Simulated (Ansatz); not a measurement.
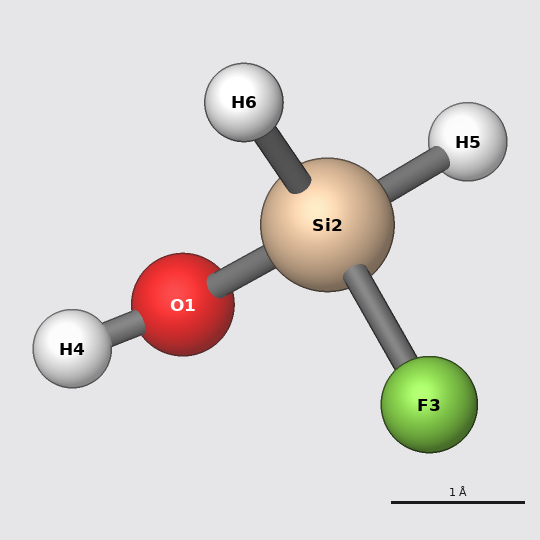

Figure made from data computed with Ansatz.

Numbered structure. Geometry: moved along internal coordinates away from the minimum.

Which atoms are bonded, and how long are the bonds?

```tsv
bond	length (Å)	order
O1–Si2	1.630	single
O1–H4	0.958	single
Si2–F3	1.855	single
Si2–H5	1.474	single
Si2–H6	1.482	single
```
